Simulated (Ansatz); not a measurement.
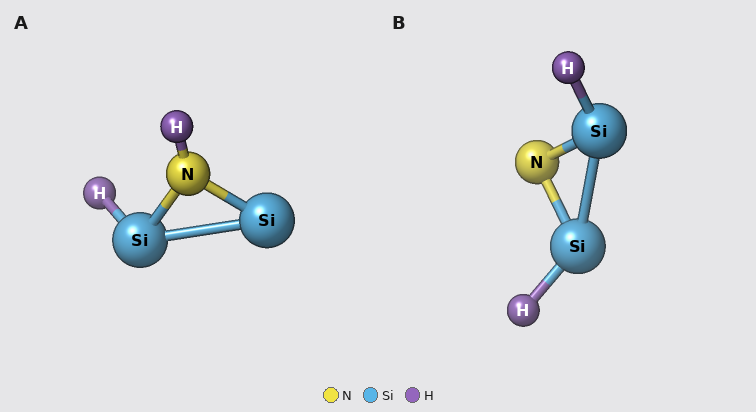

2 stationary structures of one formula. The species is neutral and a spin doublet. Geometries: PBE-D4/def2-SVP. Electronic energies: PBE-D4/def2-SVP (Ansatz 0.2.0), without zero-point energy. No frequency run is at hand to confirm each as a minimum.

### Rank them by energy, lowest first.

A is lowest (C1); B lies 142.3 kJ/mol above it (Cs).
